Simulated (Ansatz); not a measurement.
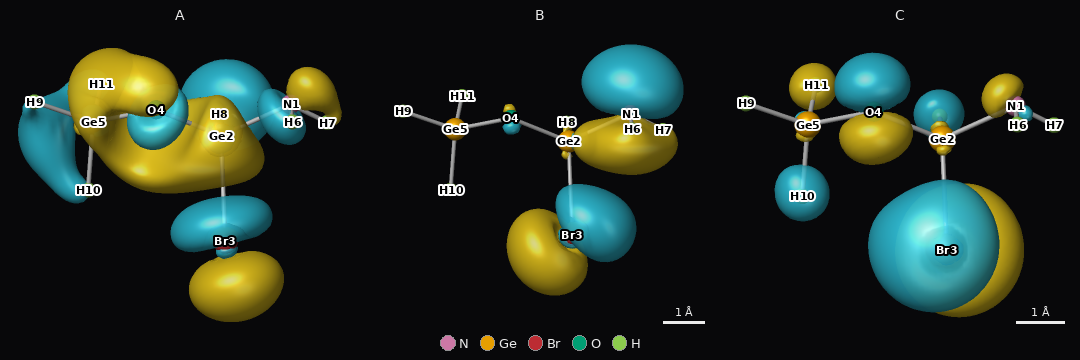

Figure. BrGe2H6NO (SMILES [NH2][GeH]([Br])[O][GeH3]). Three frontier orbitals at ±0.08 Å⁻³ᐟ² (yellow and cyan are the two phases), in no order.

Not at a stationary point (largest force 1.7 eV/Å).

Computed with Ansatz, SCF PBE, Gaussian basis.

```xyz
11

N    -2.3088   -0.0034    0.9522
Ge   -0.7656    0.1128   -0.0869
Br   -0.7086    2.1937   -1.1322
O     0.6692   -0.0752    0.9705
Ge    2.0263   -0.4613   -0.1333
H    -2.2813    0.7983    1.6210
H    -3.1155    0.1667    0.3112
H    -0.8076   -1.0056   -1.1615
H     3.3275   -0.6149    0.6945
H     2.2203    0.6830   -1.1617
H     1.7441   -1.7941   -0.8739
```

> Which picture is the HOMO−1, the HOMO and the LUMO?

C is the HOMO−1 (−6.94 eV). By Hirshfeld shares it lies mainly on Br3 (about 75 %) and O4 (about 10 %); largely a lone pair of Br3. B is the HOMO (−6.31 eV). By Hirshfeld shares it lies mainly on N1 (about 60 %), Br3 (about 30 %) and Ge2 (about 5 %). A is the LUMO (−1.48 eV). By Hirshfeld shares it lies mainly on Ge2 (about 30 %), Br3 (about 20 %), O4 (about 15 %), Ge5 (about 15 %) and H8 (about 10 %).

> What is the HOMO–LUMO gap?

4.83 eV between the orbital energies.
